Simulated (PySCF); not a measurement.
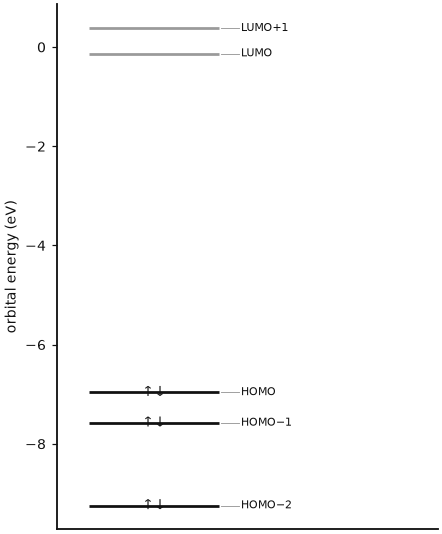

Kohn-Sham orbital energies near the frontier, PBE0/def2-TZVPD in PySCF 2.14.0, at a PBE0-D3(BJ)/def2-SVP geometry (no frequency check), isolated molecule; empty levels in grey, levels within 0.03 eV side by side.

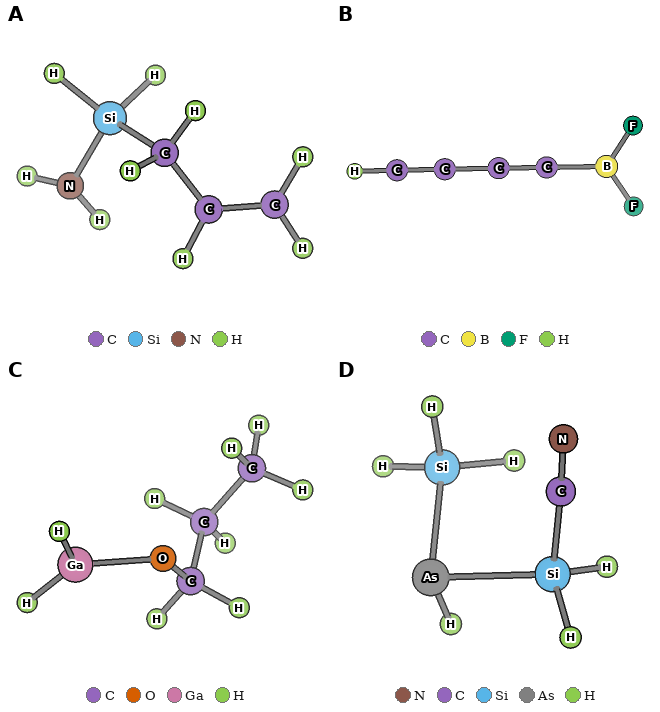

### Which molecule has this level scheme? Choose among the lettered structures.

Structure A, C₃H₉NSi, SMILES C=CC[SiH2]N. HOMO −6.96 eV, LUMO −0.13 eV, separation 6.83 eV.

Note: one conformer of a flexible molecule; empty levels above zero depend strongly on the basis.
